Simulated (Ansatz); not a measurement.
Cl···SiH4 (SMILES [Cl-].[SiH4]) (charge −1)

```
atom    x (Å)    y (Å)    z (Å)
  Cl   0.1888  -0.1819  -3.3346
  Si  -0.0346   0.0333   0.6203
   H   0.8622   1.0856   1.1896
   H   0.3369  -1.2429   1.3058
   H   0.0621  -0.0618  -0.8675
   H  -1.4153   0.3677   1.0865
```

Geometry: PBE0-D4/def2-TZVP.

Method: RKS PBE0-D4/def2-TZVPPD in Ansatz 0.2.0.

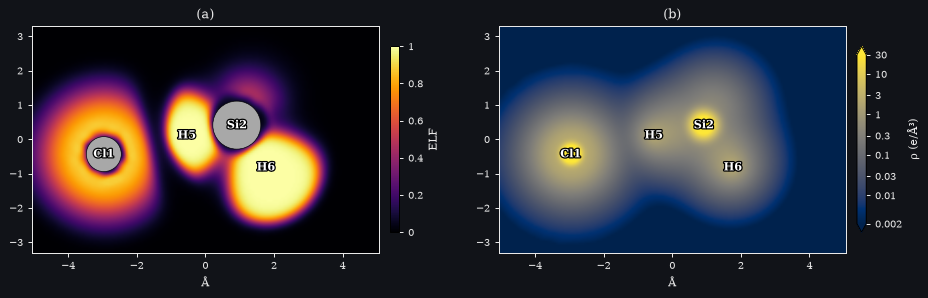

Figure 1. (a) ELF; (b) electron density on the plane of atoms H5, Si2 and H6. Grey discs cover the atomic cores in the ELF map.

Interpret the plot.

Answer. The plane passes through Cl, Si and H nuclei.
Cl1···H5 (2.47 Å): the density falls to about 0.12 e/Å³ on the way; the ELF dips to about 0.10 between them.
Si–H (1.49 Å): the density is about 0.84 e/Å³ at the midpoint; the ELF climbs to about 1 towards the hydrogen, as it does in any bond to H.

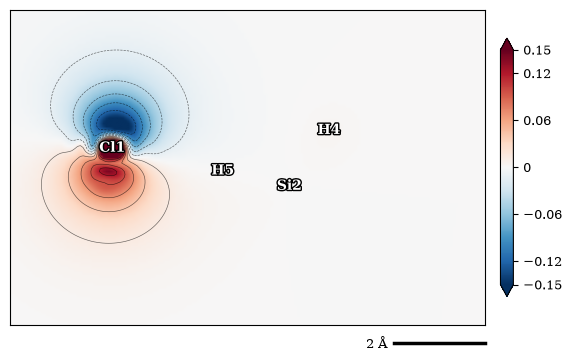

Figure 2. The HOMO−1 on the plane of atoms H4, Si2 and H5 (values in Å⁻³ᐟ²; the overall sign is arbitrary).

Describe this orbital and give its energy.

Answer. By Hirshfeld shares it lies mainly on Cl1 (about 100 %); largely a lone pair of Cl1. It is one of a degenerate set, so its orientation is arbitrary. Its energy is −1.45 eV.
